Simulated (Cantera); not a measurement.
Charge: 1 mol Mg(OH)2, 0.06 mol H2O, held at 1.00 bar.

These are equilibrium values from Cantera (NASA tables, ideal gas, pure condensed phases), not measurements of a reactor. Candidate condensed phases: H2O, Mg, MgO, Mg(OH)2; 15 gas species. Rates play no part.

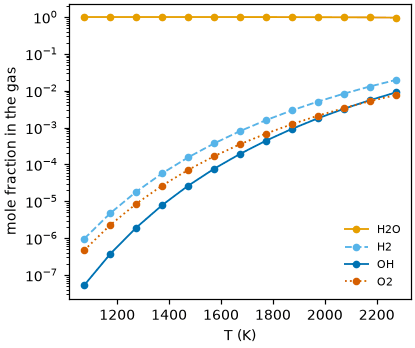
Figure: Equilibrium gas composition (values under 1e-9 drawn at 1e-9)

**Question.** Read off the mole fractions at 2173 K.

**Answer.** H2O about 0.98, H2 about 0.013, OH about 0.0055, O2 about 0.0052.
